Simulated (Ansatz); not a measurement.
# GaW: what a guessed cell relaxes into

Aim: relax a trial structure of GaW and see where it ends.

Program: Ansatz 0.2.0. Level of theory: DFT PBE, scalar-relativistic, plane waves, PAW. These are calculated values, not measurements.

### Step 1. Starting point

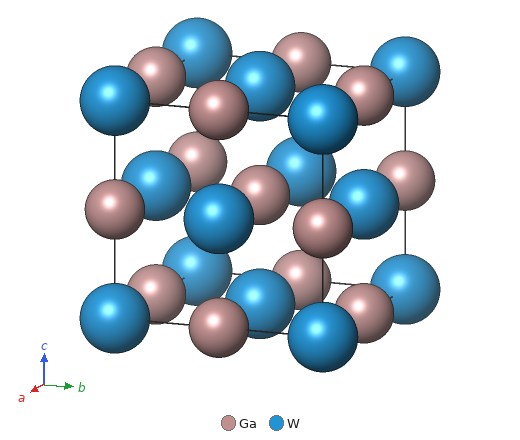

The starting structure, seen slightly off an axis (gallium pink, tungsten blue). Atoms on the faces are drawn again on the opposite ones. The cell drawn here is the conventional one.

Structure file:

```
CELL_PARAMETERS angstrom
0.00000 2.64680 2.64680
2.64680 0.00000 2.64680
2.64680 2.64680 0.00000
ATOMIC_POSITIONS crystal
Ga 0.50000 0.50000 0.50000
W 0.00000 0.00000 0.00000
```

Recipe of the guess: species swapped into a database cell of SmP (Fm-3m, No. 225), with Ga on the Sm sites and W on the P sites. Lengths come from tabulated atomic sizes and are only a guess.

### Step 2. The guess as it stands, on a coarse mesh

Input file input.yaml:

```yaml
crystal:
  lattice:
    - [0.0, 2.64679607, 2.64679607]
    - [2.64679607, 0.0, 2.64679607]
    - [2.64679607, 2.64679607, 0.0]
  atoms:
    - { symbol: Ga, position: [0.5, 0.5, 0.5] }
    - { symbol: W, position: [0.0, 0.0, 0.0] }
basis:
  ecutwfc: 420
kpoints:
  mp_grid: { grid: [6, 6, 6] }
hamiltonian:
  xc: pbe
scf:
  occupations: { method: gaussian, width: 0.1 }
  lower_state_search: "off"
output:
  forces: true
  stress: true
  eigenvalues: true
```

Launch:

```console
$ ansatz run input.yaml --threads 1 --pin off --max-ram 2560MiB --backend cpu --events-out ev --progress --plain --runs-dir out
```

The program printed, shortened:

```text
Warning: RAYON_NUM_THREADS=1 ignored (pool sized by the plan → 1); use --threads N
[...]
Pseudopotentials: kind: paw
Pseudopotential: Ga, paw, valence charge 13, recommended cutoff 420 eV (normal), Ga.paw.azcp
Pseudopotential: W, paw, valence charge 14, recommended cutoff 420 eV (normal), W.paw.azcp
Functional definition: PBE
[...]
Crystal: 2 atoms, lattice volume = 37.084 Å³
Basis set: ecut = 420 eV, 725 PW (Γ), exchange–correlation on 54×54×54 points (8 copies of the dense FFT grid, shifted against one another)
Bands: 18, of which v1, the nominal top of the filled ones, is band 14 counted from 1 (13 counted from 0)
Symmetry: 48 space group operations
Space group: Fm-3m (ITA 225), of the structure as read, at distance tolerance 3.3e-5 Å
k-points: 16 of 216
[...]
SCF iter   1: F=—  HF=-14165.839898 eV  |F-HF|=—  |Δ(HF+E_count)|=         —  Δρ=3.57e-3  dr2=3.83e-3  ethr=1.77e-3  ⟨swp⟩=5.3  Hψ=1398  notcnv=0
[...]
SCF iter   6: F=-14165.840131 eV  HF=-14165.840131 eV  |F-HF|=1.30e-8  |Δ(HF+E_count)|=   9.79e-8  Δρ=6.23e-6  dr2=1.40e-8  ethr=2.82e-10  ⟨swp⟩=5.4  Hψ=1173  notcnv=0
[...]
SCF converged after 6 iterations
Free energy (F): -14165.840131 eV
[...]
E sigma→0 (E₀):  -14165.830075 eV
Entropy (-TS):   -0.020111 eV (-10.056 meV/atom)
Fermi energy:    14.367443 eV
[...]
--- Forces (eV/Å), atoms counted from 1 ---
  atom   1  Ga     0.00000000     0.00000000     0.00000000
  atom   2  W     -0.00000000     0.00000000     0.00000000
[...]
--- Stress (GPa, compression-positive) ---
      -12.224968       0.000000       0.000000
        0.000000     -12.224968      -0.000000
       -0.000000       0.000000     -12.224968
  P = ⅓ Tr σ = -12.2250 GPa (-122.250 kbar)
--- Band table (eV; the first three rows and the last of 16) ---
  k-point 0: bands = ["-60.1785", "-24.3695", "-24.3695", "-24.3695", "-0.3283", "-0.3283", "-0.2288", "-0.2288", "-0.2288", "4.1321", "13.1957", "13.1957", "13.1957", "13.9645", "13.9645", "18.7624", "18.7624", "18.7624"]
[...]
```

Wall time 0.53 s (1 thread of AMD EPYC 9R45 (Zen 5), shared host); peak memory 0.33 GiB.

From the probe: pressure -12.2 GPa, largest force 0.00 eV/Å, gap on this mesh none (metal). A cheap, loose relaxation comes first.

### Step 3. Coarse relaxation

input.yaml: that of step 2 with these lines changed.

```diff
@@ -21 +21,6 @@
   eigenvalues: true
+relax:
+  adjacent_minimum: "off"
+  f_tol: 0.04
+  max_steps: 70
+  cell: { stress_tol: 0.4 }
```

Launch:

```console
$ ansatz run input.yaml --threads 1 --pin off --max-ram 2560MiB --backend cpu --events-out ev --progress --plain --runs-dir out
```

The program printed:

```text
Warning: RAYON_NUM_THREADS=1 ignored (pool sized by the plan → 1); use --threads N
Engine: ansatz 0.2.0, x86_64-unknown-linux-gnu
[... 4 set-up lines as earlier in the session ...]
  parameter kappa = 0.804
  parameter beta = 0.06672455060314922
  exchange = pbe_x(kappa = kappa, mu = beta*pi^2/3)
  correlation = pbe_c(beta = beta)
Crystal: 2 atoms, lattice volume = 37.084 Å³
Basis set: ecut = 420 eV, 725 PW (Γ), exchange–correlation on 54×54×54 points (8 copies of the dense FFT grid, shifted against one another)
Bands: 18, of which v1, the nominal top of the filled ones, is band 14 counted from 1 (13 counted from 0)
[... 2 set-up lines as earlier in the session ...]
k-points: 16 of 216
Non-local potential: Ga, projectors of the file, l = 0: 2, l = 1: 2, l = 2: 3, l = 3: 1
Non-local potential: W, projectors of the file, l = 0: 3, l = 1: 2, l = 2: 2, l = 3: 1
PAW form: soft (Blöchl's): semilocal exchange-correlation on the pseudo side does not see the compensation charge
PAW one-centre angular grid: Ga, 590 points (default); XC on 64 Gauss nodes
PAW one-centre angular grid: W, 590 points (default); XC on 64 Gauss nodes
Initial density: superposition of atomic densities (neutral atoms: chi_scale 0, normalization atom), corrected by the library's trained network
Initial wavefunctions: pseudopotential atomic-orbital guess
Functional: x = pbe(κ = 0.804, μ = 0.2195149727645171), c = pbe(β = 0.06672455060314922)
SCF iter   1: F=—  HF=-14165.839898 eV  |F-HF|=—  |Δ(HF+E_count)|=         —  Δρ=3.57e-3  dr2=3.83e-3  ethr=1.77e-3  ⟨swp⟩=5.3  Hψ=1398  notcnv=0
preconditioner: auto → Kerker (q_TF=auto, 2.588 Å⁻¹)  [metal: Δε(μ)=0.097 eV  Ē_g=12.157 eV  σ=0.100 eV  W_gap=0.50  n_scr=14 (ndim 8)  ℏωp=26.6 eV  f_vac=0.000  D(μ)=4.08/eV (n_scr^D=58)]
SCF iter   2: F=—  HF=-14165.840013 eV  |F-HF|=—  |Δ(HF+E_count)|=   1.15e-4  Δρ=1.99e-3  dr2=8.46e-4  ethr=1.42e-5  ⟨swp⟩=2.2  Hψ=556  notcnv=0
preconditioner: auto → none  [insulator: Δε(μ)=0.100 eV  Ē_g=12.120 eV  σ=0.100 eV  W_gap=0.51  n_scr=14 (ndim 8)  ℏωp=26.6 eV  f_vac=0.000  D(μ)=4.04/eV (n_scr^D=58)  ε∞_Penn≈5.8]
SCF iter   3: F=—  HF=-14165.840168 eV  |F-HF|=—  |Δ(HF+E_count)|=   1.55e-4  Δρ=6.99e-4  dr2=1.52e-4  ethr=3.13e-6  ⟨swp⟩=2.4  Hψ=446  notcnv=0
SCF iter   4: F=—  HF=-14165.840132 eV  |F-HF|=—  |Δ(HF+E_count)|=   3.59e-5  Δρ=1.33e-4  dr2=3.74e-6  ethr=5.64e-7  ⟨swp⟩=2.0  Hψ=436  notcnv=0
SCF iter   5: F=—  HF=-14165.840131 eV  |F-HF|=—  |Δ(HF+E_count)|=   1.09e-6  Δρ=2.15e-5  dr2=7.60e-8  ethr=1.39e-8  ⟨swp⟩=2.0  Hψ=415  notcnv=0
SCF iter   6: F=-14165.840131 eV  HF=-14165.840131 eV  |F-HF|=1.30e-8  |Δ(HF+E_count)|=   9.82e-8  Δρ=6.23e-6  dr2=1.40e-8  ethr=2.82e-10  ⟨swp⟩=5.4  Hψ=1182  notcnv=0
SCF 1 converged in 6 iterations: F = -14165.840131 eV  dr2 = 1.40e-8
relax step   1: F+E_penalty+E_count = -14165.84013061 eV  Δ(F+E_penalty+E_count) = +0.000e0 eV  max|allowed force component| = 9.151e-29 eV/Å  Δτ_max = 0.0000 Å  P = -12.225 GPa  Ω = 37.084 Å³  (6 SCF iters, dr2 threshold 1.00e-7 eV, accepted)
Crystal: 2 atoms, lattice volume = 31.845 Å³
Basis set: ecut = 420 eV, 609 PW (Γ), exchange–correlation on 54×54×54 points (8 copies of the dense FFT grid, shifted against one another)
Initial density: handed on by an earlier stage of this run
Initial wavefunctions: those handed on with the density
iter 1 solved again at ethr=1.77e-5 eV; its pass at ethr=3.10e-3 eV (dr2=4.78e-3 eV) is discarded
SCF iter   1: F=—  HF=-14165.918772 eV  |F-HF|=—  |Δ(HF+E_count)|=         —  Δρ=5.88e-3  dr2=4.86e-3  ethr=1.77e-5  ⟨swp⟩=2.2  Hψ=1820  notcnv=0
preconditioner: auto → none  [insulator: Δε(μ)=0.149 eV  Ē_g=13.001 eV  σ=0.100 eV  W_gap=0.56  n_scr=14 (ndim 8)  ℏωp=28.7 eV  f_vac=0.000  D(μ)=2.54/eV (n_scr^D=26)  ε∞_Penn≈5.9]
SCF iter   2: F=—  HF=-14165.918417 eV  |F-HF|=—  |Δ(HF+E_count)|=   3.56e-4  Δρ=2.16e-3  dr2=5.67e-4  ethr=1.77e-5  ⟨swp⟩=2.2  Hψ=395  notcnv=0
SCF iter   3: F=—  HF=-14165.918627 eV  |F-HF|=—  |Δ(HF+E_count)|=   2.10e-4  Δρ=9.69e-4  dr2=1.48e-4  ethr=2.10e-6  ⟨swp⟩=2.0  Hψ=407  notcnv=0
SCF iter   4: F=—  HF=-14165.918527 eV  |F-HF|=—  |Δ(HF+E_count)|=   9.96e-5  Δρ=1.76e-4  dr2=7.96e-6  ethr=5.49e-7  ⟨swp⟩=2.0  Hψ=427  notcnv=0
iter 5 did not close the SCF: its close was put off for the readings that it lacked (scf_convergence_deferred on its scf_iter line)
SCF iter   5: F=-14165.918529 eV  HF=-14165.918529 eV  |F-HF|=9.81e-8  |Δ(HF+E_count)|=   2.14e-6  Δρ=2.47e-5  dr2=1.56e-7  ethr=2.95e-8  ⟨swp⟩=2.0  Hψ=339  notcnv=0
SCF iter   6: F=-14165.918529 eV  HF=-14165.918529 eV  |F-HF|=4.95e-10  |Δ(HF+E_count)|=   5.52e-9  Δρ=3.03e-6  dr2=1.10e-9  ethr=5.78e-10  ⟨swp⟩=2.9  Hψ=1100  notcnv=0
SCF 2 converged in 6 iterations: F = -14165.918529 eV  dr2 = 1.10e-9
relax step   2: F+E_penalty+E_count = -14165.91852914 eV  Δ(F+E_penalty+E_count) = -7.840e-2 eV  max|allowed force component| = 4.733e-29 eV/Å  Δτ_max = 0.0000 Å  P = +10.812 GPa  Ω = 31.845 Å³  energy of the carried Pulay correction = +1.735e-3 eV  (6 SCF iters, dr2 threshold 2.00e-7 eV, accepted)
Crystal: 2 atoms, lattice volume = 34.107 Å³
Basis set: ecut = 420 eV, 645 PW (Γ), exchange–correlation on 54×54×54 points (8 copies of the dense FFT grid, shifted against one another)
iter 1 solved again at ethr=6.49e-6 eV; its pass at ethr=3.10e-3 eV (dr2=1.75e-3 eV) is discarded
SCF iter   1: F=—  HF=-14165.977779 eV  |F-HF|=—  |Δ(HF+E_count)|=         —  Δρ=3.00e-3  dr2=1.74e-3  ethr=6.49e-6  ⟨swp⟩=1.1  Hψ=1817  notcnv=0
preconditioner: auto → none  [insulator: Δε(μ)=0.134 eV  Ē_g=12.646 eV  σ=0.100 eV  W_gap=0.60  n_scr=14 (ndim 8)  ℏωp=27.7 eV  f_vac=0.000  D(μ)=3.28/eV (n_scr^D=50)  ε∞_Penn≈5.8]
SCF iter   2: F=—  HF=-14165.977494 eV  |F-HF|=—  |Δ(HF+E_count)|=   2.84e-4  Δρ=9.82e-4  dr2=1.46e-4  ethr=6.45e-6  ⟨swp⟩=2.4  Hψ=412  notcnv=0
SCF iter   3: F=—  HF=-14165.977507 eV  |F-HF|=—  |Δ(HF+E_count)|=   1.26e-5  Δρ=4.87e-4  dr2=4.15e-5  ethr=5.40e-7  ⟨swp⟩=2.0  Hψ=403  notcnv=0
SCF iter   4: F=—  HF=-14165.977483 eV  |F-HF|=—  |Δ(HF+E_count)|=   2.40e-5  Δρ=9.31e-5  dr2=2.29e-6  ethr=1.54e-7  ⟨swp⟩=2.0  Hψ=426  notcnv=0
iter 5 did not close the SCF: its close was put off for the readings that it lacked (scf_convergence_deferred on its scf_iter line)
SCF iter   5: F=-14165.977484 eV  HF=-14165.977484 eV  |F-HF|=4.48e-9  |Δ(HF+E_count)|=   1.09e-6  Δρ=8.93e-6  dr2=2.09e-8  ethr=8.48e-9  ⟨swp⟩=2.2  Hψ=341  notcnv=0
SCF iter   6: F=-14165.977484 eV  HF=-14165.977484 eV  |F-HF|=5.46e-12  |Δ(HF+E_count)|=   4.89e-9  Δρ=1.29e-6  dr2=2.57e-10  ethr=7.74e-11  ⟨swp⟩=2.4  Hψ=915  notcnv=0
SCF 3 converged in 6 iterations: F = -14165.977484 eV  dr2 = 2.57e-10
relax step   3: F+E_penalty+E_count = -14165.97748396 eV  Δ(F+E_penalty+E_count) = -5.895e-2 eV  max|allowed force component| = 7.034e-30 eV/Å  Δτ_max = 0.0000 Å  P = -1.581 GPa  Ω = 34.107 Å³  energy of the carried Pulay correction = +9.548e-4 eV  (6 SCF iters, dr2 threshold 2.00e-7 eV, accepted)
Crystal: 2 atoms, lattice volume = 33.800 Å³
iter 1 solved again at ethr=9.12e-8 eV; its pass at ethr=3.10e-3 eV (dr2=2.46e-5 eV) is discarded
SCF iter   1: F=—  HF=-14165.979265 eV  |F-HF|=—  |Δ(HF+E_count)|=         —  Δρ=3.64e-4  dr2=2.19e-5  ethr=9.12e-8  ⟨swp⟩=2.1  Hψ=1564  notcnv=0
preconditioner: auto → none  [insulator: Δε(μ)=0.135 eV  Ē_g=12.657 eV  σ=0.100 eV  W_gap=0.59  n_scr=14 (ndim 8)  ℏωp=27.8 eV  f_vac=0.000  D(μ)=3.14/eV (n_scr^D=50)  ε∞_Penn≈5.8]
SCF iter   2: F=—  HF=-14165.979262 eV  |F-HF|=—  |Δ(HF+E_count)|=   2.53e-6  Δρ=1.26e-4  dr2=2.12e-6  ethr=8.12e-8  ⟨swp⟩=2.2  Hψ=389  notcnv=0
SCF iter   3: F=—  HF=-14165.979263 eV  |F-HF|=—  |Δ(HF+E_count)|=   6.01e-7  Δρ=6.24e-5  dr2=6.59e-7  ethr=7.86e-9  ⟨swp⟩=2.0  Hψ=401  notcnv=0
iter 4 did not close the SCF: its close was put off for the readings that it lacked (scf_convergence_deferred on its scf_iter line)
SCF iter   4: F=-14165.979262 eV  HF=-14165.979262 eV  |F-HF|=5.50e-9  |Δ(HF+E_count)|=   4.06e-7  Δρ=1.13e-5  dr2=3.82e-8  ethr=2.44e-9  ⟨swp⟩=2.0  Hψ=425  notcnv=0
iter 5 did not close the SCF: its close was put off for the readings that it lacked (scf_convergence_deferred on its scf_iter line)
SCF iter   5: F=-14165.979262 eV  HF=-14165.979262 eV  |F-HF|=4.18e-10  |Δ(HF+E_count)|=   8.68e-9  Δρ=1.50e-6  dr2=6.17e-10  ethr=1.42e-10  ⟨swp⟩=2.1  Hψ=344  notcnv=0
SCF iter   6: F=-14165.979262 eV  HF=-14165.979262 eV  |F-HF|=7.28e-12  |Δ(HF+E_count)|=  2.36e-11  Δρ=1.47e-7  dr2=4.82e-12  ethr=2.28e-12  ⟨swp⟩=1.4  Hψ=797  notcnv=0
SCF 4 converged in 6 iterations: F = -14165.979262 eV  dr2 = 4.82e-12
relax step   4: F+E_penalty+E_count = -14165.97926223 eV  Δ(F+E_penalty+E_count) = -1.778e-3 eV  max|allowed force component| = 7.396e-30 eV/Å  Δτ_max = 0.0000 Å  P = -0.160 GPa  Ω = 33.800 Å³  energy of the carried Pulay correction = +1.058e-3 eV  (6 SCF iters, dr2 threshold 2.00e-7 eV, accepted)
Basis set: ecut = 420 eV, 645 PW (Γ), exchange–correlation on 50×50×50 points (8 copies of the dense FFT grid, shifted against one another)
Initial wavefunctions: pseudopotential atomic-orbital guess (no wavefunctions were taken with the density)
iter 1 solved again at ethr=8.84e-9 eV; its pass at ethr=3.10e-3 eV (dr2=2.39e-6 eV) is discarded
SCF iter   1: F=—  HF=-14165.978223 eV  |F-HF|=—  |Δ(HF+E_count)|=         —  Δρ=1.74e-4  dr2=2.04e-6  ethr=8.84e-9  ⟨swp⟩=3.1  Hψ=2213  notcnv=0
preconditioner: auto → none  [insulator: Δε(μ)=0.135 eV  Ē_g=12.662 eV  σ=0.100 eV  W_gap=0.59  n_scr=14 (ndim 8)  ℏωp=27.8 eV  f_vac=0.000  D(μ)=3.14/eV (n_scr^D=50)  ε∞_Penn≈5.8]
SCF iter   2: F=—  HF=-14165.978224 eV  |F-HF|=—  |Δ(HF+E_count)|=   2.80e-7  Δρ=1.13e-4  dr2=1.36e-6  ethr=7.57e-9  ⟨swp⟩=2.2  Hψ=413  notcnv=0
SCF iter   3: F=—  HF=-14165.978224 eV  |F-HF|=—  |Δ(HF+E_count)|=   4.26e-7  Δρ=2.59e-5  dr2=1.25e-7  ethr=5.02e-9  ⟨swp⟩=2.0  Hψ=421  notcnv=0
SCF iter   4: F=—  HF=-14165.978224 eV  |F-HF|=—  |Δ(HF+E_count)|=   1.59e-7  Δρ=4.64e-6  dr2=2.78e-9  ethr=4.63e-10  ⟨swp⟩=2.0  Hψ=438  notcnv=0
iter 5 did not close the SCF: its close was put off for the readings that it lacked (scf_convergence_deferred on its scf_iter line)
SCF iter   5: F=-14165.978224 eV  HF=-14165.978224 eV  |F-HF|=1.09e-11  |Δ(HF+E_count)|=   1.30e-9  Δρ=5.11e-7  dr2=3.07e-11  ethr=1.03e-11  ⟨swp⟩=2.7  Hψ=456  notcnv=0
SCF iter   6: F=-14165.978224 eV  HF=-14165.978224 eV  |F-HF|=7.28e-12  |Δ(HF+E_count)|=  3.64e-12  Δρ=1.02e-7  dr2=2.55e-12  ethr=1.00e-12  ⟨swp⟩=2.1  Hψ=836  notcnv=0
SCF 5 converged in 6 iterations: F = -14165.978224 eV  dr2 = 2.55e-12
relax step   5: F+E_penalty+E_count = -14165.97822382 eV  Δ(F+E_penalty+E_count) = +1.038e-3 eV  max|allowed force component| = 1.407e-29 eV/Å  Δτ_max = 0.0000 Å  P = -0.163 GPa  Ω = 33.800 Å³  stress off target by 1.63e-1 GPa  SCF on the basis re-selected at this cell (its energy is not comparable with the rows above)  (6 SCF iters)
basis re-selected at this cell: Δ(F+E_penalty+E_count) = +1.038e-3 eV, ΔP = -0.003 GPa vs the last step (what re-selecting the basis moved, of the pressure what is left beyond the Pulay correction that the steps carried, after the strain that the cell walked since its last selection, with what the two solves' SCF thresholds leave and, on support functions, any second-order correction that the steps lacked; it is no measure of the basis error at this ecutwfc). The dense FFT grid was sized anew with the basis: this SCF ran on 25×25×25 points, the steps before it on 27×27×27, so part of this shift can come from that change (see relax.cell in the input reference). This SCF's stress stands 1.63e-1 GPa from its target on what of the cell is left free (relax.cell.stress_tol is 4.00e-1 GPa) and its largest allowed force component is 1.41e-29 eV/Å (relax.f_tol is 4.00e-2 eV/Å): within both
SCF converged after 6 iterations
Free energy (F): -14165.978224 eV
Harris-Foulkes:  -14165.978224 eV  (|F-HF|=7.28e-12)
Internal energy: -14165.962520 eV  (E = F + TS)
E sigma→0 (E₀):  -14165.970372 eV
Entropy (-TS):   -0.015704 eV (-7.852 meV/atom)
Fermi energy:    16.144351 eV
--- Per-component energies (eV) ---
  E_band       = -127.918009
  E_kinetic    = 566.260500
  E_local      = -2445.271100  (includes V_loc(G=0)·N_el)
  E_nonlocal   = 424.011586
  E_hartree    = 1076.805385
  E_xc         = -336.081965
  E_vxc        = -296.824283  (∫ρ·V_xc dr)
  E_paw        = -10547.707755  (= ΣΔE_a)
  E_vpaw       = -529.705315  (= ΣTr[D̂ρ^β])
  E_aug_tail   = -0.000154  (compensation charges beyond the density's cutoff)
  E_ewald      = -2903.979017
  E_smearing   = -0.015704  (= −TS)
  E_closure    = -0.000000  (closes the sum)
  Σ components = -14165.978224   (vs F -14165.978224, Δ=0.00e0)
--- Forces (eV/Å), atoms counted from 1 ---
  atom   1  Ga     0.00000000    -0.00000000     0.00000000
  atom   2  W     -0.00000000     0.00000000    -0.00000000
  max |Σ_I F_I| component: 2.66e-29 eV/Å
--- Stress (GPa, compression-positive) ---
       -0.163342      -0.000000      -0.000000
       -0.000000      -0.163342       0.000000
       -0.000000      -0.000000      -0.163342
  P = ⅓ Tr σ = -0.1633 GPa (-1.633 kbar)
--- Band table (eV; the first three rows and the last of 16) ---
  k-point 0: bands = ["-58.3250", "-22.5456", "-22.5456", "-22.5456", "1.2170", "1.2170", "1.3418", "1.3418", "1.3418", "5.2299", "14.7912", "14.7912", "14.7912", "15.7376", "15.7376", "20.8114", "20.8114", "20.8114"]
  k-point 1: bands = ["-58.3241", "-22.5714", "-22.5500", "-22.5500", "1.2471", "1.2471", "1.3493", "1.3596", "1.3596", "5.8083", "14.0653", "14.5877", "14.5877", "15.4392", "15.4392", "19.5070", "22.2262", "22.2262"]
  k-point 2: bands = ["-58.3224", "-22.6227", "-22.5588", "-22.5588", "1.3063", "1.3063", "1.3656", "1.3980", "1.3980", "7.4322", "12.1930", "13.5493", "13.5493", "16.1823", "16.1823", "18.0688", "23.3525", "24.5369"]
  k-point 15: bands = ["-58.3205", "-22.6244", "-22.5972", "-22.5864", "1.2428", "1.3071", "1.3318", "1.4149", "1.4492", "8.8877", "12.7599", "12.8656", "13.6783", "17.3501", "17.5678", "17.6809", "17.6973", "20.0693"]
--- Relaxed structure (4 steps of the walk, 4 accepted, 1 SCFs on fresh bases) ---
  F+E_penalty+E_count = -14165.97822382 eV   max|allowed force component| = 1.407e-29 eV/Å   (the final SCF, on the basis selected at the relaxed cell)
  cell:  # Å, volume = 33.8005 Å³
    - [2.7960854030514546e-33, 2.5662414281703447, 2.5662414281703447]
    - [2.5662414281703447, 5.859677837829928e-34, 2.5662414281703447]
    - [2.5662414281703447, 2.5662414281703447, 6.305522890708293e-34]
  atoms:
    - { symbol: Ga, position: [0.5, 0.5, 0.5] }
    - { symbol: W, position: [1.6493303948716824e-33, -1.6493303948716886e-33, -1.8433692648565773e-33] }
```

It took 2.3 s on 1 thread of AMD EPYC 9R45 (Zen 5), shared host; peak memory 0.35 GiB.

Relaxation path:

| step | E - E(step 1) (eV/cell) | largest force component (eV/Å) | pressure (GPa) | volume (Å³) |
| --- | --- | --- | --- | --- |
| 1 | 0.0000 | 0.0000 | -12.22 | 37.08 |
| 2 | -0.0784 | 0.0000 | 10.81 | 31.85 |
| 3 | -0.1374 | 0.0000 | -1.58 | 34.11 |
| 4 | -0.1391 | 0.0000 | -0.16 | 33.80 |
| 5 | -0.1381 | 0.0000 | -0.16 | 33.80 |

Step 1 is the start. Step 5 repeats the geometry before it on a plane-wave basis chosen anew for that cell, so its energy need not be comparable with the rows above.

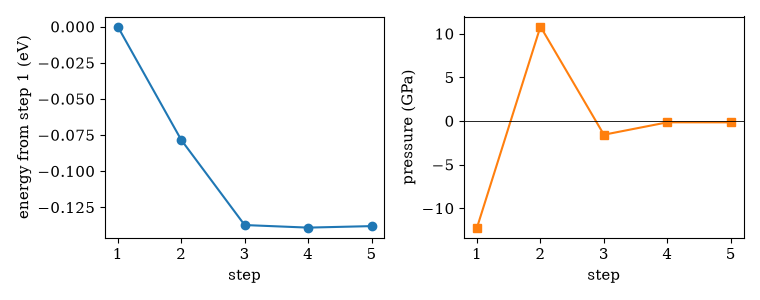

Energy and pressure along the relaxation.

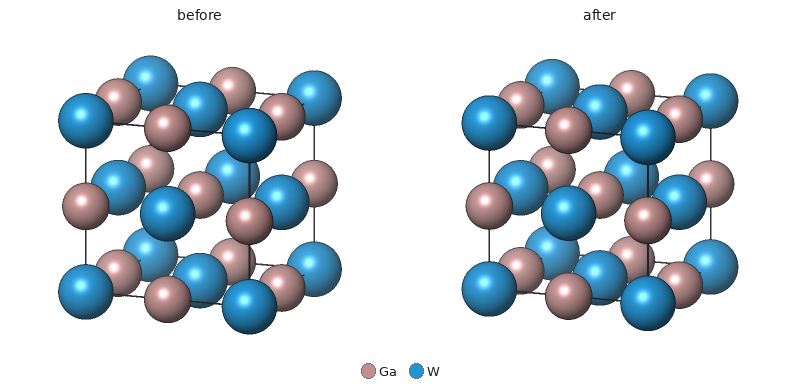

The structure before (left) and after (right) the relaxation, drawn at the same scale.

Lengths and angles in the start's conventional setting:

|  | before | after | change |
| --- | --- | --- | --- |
| a (Å) | 5.294 | 5.132 | -3.0 % |
| b (Å) | 5.294 | 5.132 | -3.0 % |
| c (Å) | 5.294 | 5.132 | -3.0 % |
| volume (Å³/atom) | 18.54 | 16.90 | -8.9 % |
| shortest distance (Å) | 2.647 | 2.566 | -3.0 % |
| space group (0.01 Å) | Fm-3m | Fm-3m | same |

The run keeps the 48 symmetry operations of the start, so it could not have lowered the symmetry.

(Part 1 of 2 ends here.)
